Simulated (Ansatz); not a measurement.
**CH3BFN (SMILES BN=CF): levels of theory compared**

Aim: a comparison of 6 runs (HF/STO-3G, HF/3-21G, B3LYP/6-31G*, PBE0/aug-cc-pVDZ, MP2/aug-cc-pVDZ, CCSD/aug-cc-pVDZ) of CH3BFN. 

The calculation is run with Ansatz 0.2.0.

93 further runs of the same task are left out: 93 set aside as unsound or not needed.

## 1. The system as given

CH3BFN: 7 atoms, total charge 0, spin state singlet. SMILES: `BN=CF`. The N2–C3 distance was set to 2.690 Å, away from the relaxed value. At this shape a bond of the SMILES string is far longer than usual.

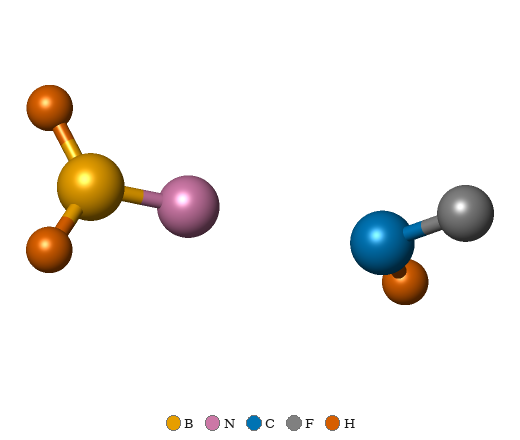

The structure, seen from a chosen angle (boron amber, nitrogen pink, carbon blue, fluorine grey, hydrogen orange).

## 2. A single-point energy at HF/STO-3G (run 1)

The input, in.yaml:

```yaml
crystal:
  periodic: [false, false, false]
  atoms:
    - {symbol: B, position_ang: [-1.018355, 2.288033, 1.225158]}
    - {symbol: N, position_ang: [-0.519255, 1.189833, 0.587758]}
    - {symbol: C, position_ang: [0.466800, -1.006900, -0.611700]}
    - {symbol: F, position_ang: [0.739900, -2.132000, 0.060700]}
    - {symbol: H, position_ang: [-0.253455, 3.095333, 1.664158]}
    - {symbol: H, position_ang: [-2.204155, 2.412433, 1.314058]}
    - {symbol: H, position_ang: [0.698200, -1.122000, -1.669000]}
basis:
  gaussian:
    orbitals: STO-3G
hamiltonian:
  xc: hf
output: {orbitals: {seedname: orbitals}}
accuracy: high
```

Launch:

```
$ ansatz run in.yaml --threads 1 --pin off --max-ram 3480MiB --events-out events.jsonl --progress --plain --runs-dir runs
```

The log of the run:

```text
Warning: RAYON_NUM_THREADS=1 ignored (pool sized by the plan → 1); use --threads N
Functional definition: HF
  name "HF"
  exchange = exact_x
  correlation = 0
389 factors; integrals over basis functions are off by at most 3.4e-8 eV
mean field evaluation 1: about -5815.6414 eV, gradient 5.1e1 eV
mean field evaluation 2: about -5815.7002 eV, gradient 5.1e1 eV
mean field evaluation 4: about -5818.0502 eV, gradient 4.7e1 eV
mean field evaluation 8: about -5828.1444 eV, gradient 4.3e1 eV
mean field evaluation 16: about -5851.2407 eV, gradient 8.3e-2 eV
mean field evaluation 32: about -5844.5636 eV, gradient 4.5e0 eV
mean field evaluation 64: about -5826.0983 eV, gradient 6.1e0 eV
mean field -5851.24070878 eV, -215.0291299344 hartree, gradient 2.0e-8 eV, S^2 0.000000; 1 other end points of the search recorded, 0 dependent functions left out
reference -5851.24070878 eV, -215.0291299344 hartree; 15, 15 occupied and 8, 8 virtual orbitals, 389 factors
Total energy: -5851.24070878 eV, -215.0291299344 hartree
```

It took 0.28 s on 1 thread of Intel Xeon Platinum 8259CL at 2.50GHz (Skylake/Cascade Lake), shared host.

## 3. The energy at HF/3-21G (run 2)

The input, input.yaml:

```yaml
crystal:
  periodic: [false, false, false]
  atoms:
    - symbol: B
      position_ang: [-1.018355, 2.288033, 1.225158]
    - symbol: N
      position_ang: [-0.519255, 1.189833, 0.587758]
    - symbol: C
      position_ang: [0.466800, -1.006900, -0.611700]
    - symbol: F
      position_ang: [0.739900, -2.132000, 0.060700]
    - symbol: H
      position_ang: [-0.253455, 3.095333, 1.664158]
    - symbol: H
      position_ang: [-2.204155, 2.412433, 1.314058]
    - symbol: H
      position_ang: [0.698200, -1.122000, -1.669000]
basis:
  gaussian: {orbitals: 3-21G.json}
magnetization: {spin_polarized: false, initial_magnetization: 0}
hamiltonian: {xc: hf}
accuracy: high
output: {orbitals: {seedname: orbitals}}
```

The basis set 3-21G is read from a file made from the Basis Set Exchange's data (not shown).

Launch:

```
$ ansatz run input.yaml --threads 1 --pin off --max-ram 3480MiB --events-out events.jsonl --progress --plain --runs-dir runs
```

The log of the run:

```text
Warning: RAYON_NUM_THREADS=1 ignored (pool sized by the plan → 1); use --threads N
[... 4 set-up lines as earlier in the session ...]
906 factors; integrals over basis functions are off by at most 1.2e-8 eV
mean field evaluation 1: about -5869.4416 eV, gradient 6.3e1 eV
mean field evaluation 2: about -5869.4372 eV, gradient 6.3e1 eV
mean field evaluation 4: about -5882.5848 eV, gradient 5.3e1 eV
mean field evaluation 8: about -5891.9892 eV, gradient 1.5e1 eV
mean field evaluation 16: about -5894.2736 eV, gradient 4.6e0 eV
mean field evaluation 32: about -5893.7134 eV, gradient 5.1e-1 eV
mean field evaluation 64: about -5872.2387 eV, gradient 5.5e0 eV
mean field -5897.20938168 eV, -216.7184475046 hartree, gradient 5.6e-8 eV, S^2 0.000000; 0 other end points of the search recorded, 0 dependent functions left out
reference -5897.20938168 eV, -216.7184475046 hartree; 15, 15 occupied and 27, 27 virtual orbitals, 906 factors
Total energy: -5897.20938168 eV, -216.7184475046 hartree
```

It took 0.74 s on 1 thread of Intel Xeon Platinum 8259CL at 2.50GHz (Skylake/Cascade Lake), shared host; peak memory 0.1 GiB.

Run 3 isn't shown in full; the table further down has it.

## 4. The energy at PBE0/aug-cc-pVDZ (run 4)

The input, run.yaml:

```yaml
crystal:
  periodic: [false, false, false]
  atoms:
    - symbol: B
      position_ang: [-1.018355, 2.288033, 1.225158]
    - symbol: "N"
      position_ang: [-0.519255, 1.189833, 0.587758]
    - symbol: C
      position_ang: [0.466800, -1.006900, -0.611700]
    - symbol: F
      position_ang: [0.739900, -2.132000, 0.060700]
    - symbol: H
      position_ang: [-0.253455, 3.095333, 1.664158]
    - symbol: H
      position_ang: [-2.204155, 2.412433, 1.314058]
    - symbol: H
      position_ang: [0.698200, -1.122000, -1.669000]
basis:
  gaussian:
    orbitals: aug-cc-pVDZ
hamiltonian:
  xc: pbe0
accuracy: high
output: {orbitals: {seedname: orbitals}}
```

Launch:

```
$ ansatz run run.yaml --threads 1 --pin off --max-ram 3480MiB --events-out events.jsonl --progress --plain --runs-dir runs
```

The log of the run:

```text
Warning: RAYON_NUM_THREADS=1 ignored (pool sized by the plan → 1); use --threads N
Functional definition: PBE0
  name "PBE0"
  parameter a = 0.25
  parameter kappa = 0.804
  parameter beta = 0.06672455060314922
  exchange = (1 - a)*pbe_x(kappa = kappa, mu = beta*pi^2/3) + a*exact_x
  correlation = pbe_c(beta = beta)
2370 factors; integrals over basis functions are off by at most 7.5e-9 eV
mean field evaluation 1: about -5920.5372 eV, gradient 8.2e1 eV
mean field evaluation 2: about -5359.7365 eV, gradient 2.6e2 eV
mean field evaluation 4: about -5923.0583 eV, gradient 7.5e1 eV
mean field evaluation 8: about -5954.6965 eV, gradient 4.7e0 eV
mean field evaluation 16: about -5954.7486 eV, gradient 1.2e-3 eV
mean field evaluation 32: about -5954.7486 eV, gradient 5.3e-8 eV
mean field -5954.74861963 eV, -218.8329754978 hartree, gradient 5.3e-8 eV, S^2 0.000000; 2 other end points of the search recorded, 0 dependent functions left out
reference -5954.74862642 eV, -218.8329757475 hartree; 15, 15 occupied and 104, 104 virtual orbitals, 2370 factors
Total energy: -5954.74862642 eV, -218.8329757475 hartree
```

Wall time 12 s (1 thread of Intel Xeon Platinum 8259CL at 2.50GHz (Skylake/Cascade Lake), shared host); peak memory 0.4 GiB.

Run 5 isn't shown in full; the table further down has it.

## 5. The energy at CCSD/aug-cc-pVDZ (run 6)

The input, in.yaml:

```yaml
crystal:
  periodic: [false, false, false]
  atoms:
    - {symbol: B, position_ang: [-1.018355, 2.288033, 1.225158]}
    - {symbol: "N", position_ang: [-0.519255, 1.189833, 0.587758]}
    - {symbol: C, position_ang: [0.466800, -1.006900, -0.611700]}
    - {symbol: F, position_ang: [0.739900, -2.132000, 0.060700]}
    - {symbol: H, position_ang: [-0.253455, 3.095333, 1.664158]}
    - {symbol: H, position_ang: [-2.204155, 2.412433, 1.314058]}
    - {symbol: H, position_ang: [0.698200, -1.122000, -1.669000]}
basis:
  gaussian: {orbitals: aug-cc-pVDZ}
scf: {omitted_lower_state_checks: [cluster_reference, increment]}
correlation: {method: ccsd, frozen_orbitals: {B: 1, C: 1, F: 1, H: 0, "N": 1}}
accuracy: high
```

Launch:

```
$ ansatz run in.yaml --threads 1 --pin off --max-ram 3480MiB --events-out events.jsonl --progress --plain --runs-dir runs
```

The log of the run:

```text
Warning: RAYON_NUM_THREADS=1 ignored (pool sized by the plan → 1); use --threads N
[... 15 lines left out ...]
4 core orbitals not correlated: weight in the atoms' cores, before any rotation towards them, 1.000 or more for the frozen orbitals, at most 0.000 for the correlated occupied ones
[... 36 lines left out ...]
Total energy: -5947.05571799 eV, -218.5502665770 hartree
Checks for a lower state left out: cluster_reference, increment
```

Wall time 51 s (1 thread of Intel Xeon Platinum 8259CL at 2.50GHz (Skylake/Cascade Lake), shared host); peak memory 1.2 GiB.

## 6. All runs side by side

```
run                               level  Cartesian functions  frozen core orbitals  energy (Eh)  HOMO energy (eV)  LUMO energy (eV)  HOMO–LUMO gap (eV)  wall time
  1                           HF/STO-3G                   no                     –  -215.029130             -7.31              4.84               12.15     0.28 s
  2                            HF/3-21G                   no                     –  -216.718448             -9.61              1.20               10.81     0.74 s
  3  B3LYP/6-31G* (Cartesian functions)                  yes                     –  -219.061116             -5.47             -4.25                1.22      5.1 s
  4                    PBE0/aug-cc-pVDZ                   no                     –  -218.832976             -6.17             -4.33                1.84       12 s
  5                     MP2/aug-cc-pVDZ                   no                     4  -218.487143                 –                 –                   –       22 s
  6                    CCSD/aug-cc-pVDZ                   no                     4  -218.550267                 –                 –                   –       51 s
```

## 7. What came out

| quantity | value |
| --- | --- |
| run 6: total energy | -218.55027 Eh |
| run 6: correlation energy (4 core orbitals frozen) | -605.5 mEh |
| run 6: T1 diagnostic | 0.033 |

Over runs 1, 2, 3, 4 the HOMO–LUMO gap runs from 1.22 eV (B3LYP/6-31G*) to 12.15 eV (HF/STO-3G). The two ends differ in method and basis. Totals of different functionals can't be ranked against each other. In run 6 the T1 diagnostic is large, so a single reference may not serve. In runs 5, 6 the log says that unrestricted orbitals would lower the reference, so the values rest on an unstable closed-shell determinant (other closed-shell runs at this shape may share the fault). In run 1 the basis is minimal, so the values are rough. All runs together took 91 s, the longest 51 s.
